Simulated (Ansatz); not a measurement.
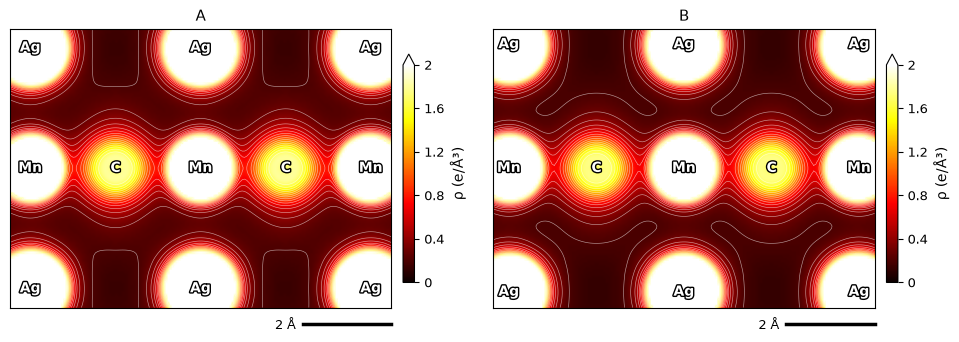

Mn3AgC. The valence electron density of two cells that differ in size, on the (011̄) plane of each (indices in the axes of the calculation cell), at one length scale and on one colour scale; one has 11.4 and the other 12.4 Å³ an atom.

The calculation used DFT PBE, scalar-relativistic, plane waves, PAW (Ansatz 0.2.0).

In a PAW calculation such maps are meaningful between the atoms, not at the nuclei.

> Which panel shows the smaller cell, and what does the compression change?

Panel A is the smaller cell, by 8 % in volume. From the larger cell to the smaller, Mn–Ag goes from 2.80 to 2.72 Å, and the density at its midpoint from 0.24 to 0.28 e/Å³; Mn–C goes from 1.98 to 1.92 Å, and the density at its midpoint from 0.71 to 0.8 e/Å³; the pressure goes from 0.0 to 17 GPa; the largest moment (Mn) goes from 2.5 to 2.3 μB.
